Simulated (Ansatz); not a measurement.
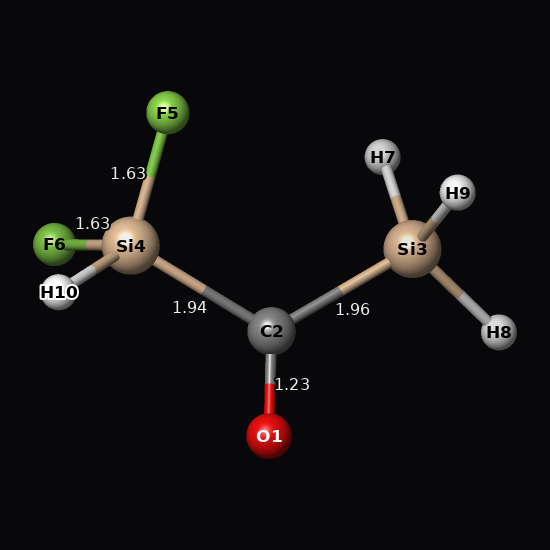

Bond lengths are marked in Å; every bond is drawn as one stick. The computed structure is the end point of a PBE-D4/def2-SVP optimisation. No frequency run is at hand to confirm it as a minimum.

> Assign a bond order to each marked bond.

O1–C2 double; C2–Si3 single; C2–Si4 single; Si4–F5 single; Si4–F6 single.

> Give the structure as SMILES.

O=C([SiH3])[SiH](F)F
